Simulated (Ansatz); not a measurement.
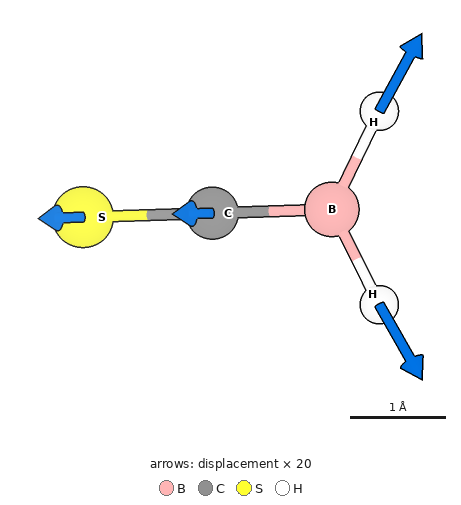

A relaxation of CH2BS (multiplicity 2). The starting structure is drawn; blue arrows show the displacements, 20 times their true length. The two geometries are superimposed by the best rigid fit.

The picture is a ball-and-stick view, seen at a tilt.

The run prepares an end point of a later path (hydrogen shift) calculation, from a guessed geometry.

Computed with Ansatz 0.2.0, UKS PBE-D4/def2-SVP. Settings: collinear spin; force threshold 0.02 eV/Å; at most 50 steps.

Q: Which element moves most?

A: Hydrogen: up to 0.048 Å, against 0.028 Å for sulfur.

Q: What happened in the run?

A: Over 2 geometry steps the energy falls by 0.069 eV. Largest force component: 1.2 eV/Å at the start, 0.016 eV/Å at the end. The largest moves after the best rigid fit, 0.048 Å, are those of H atoms. By element the largest moves are H 0.048 Å, S 0.028 Å, C 0.025 Å, B 0.002 Å. Among the contacts that change: B–H 1.169 → 1.217 Å, B–C 1.440 → 1.465 Å.
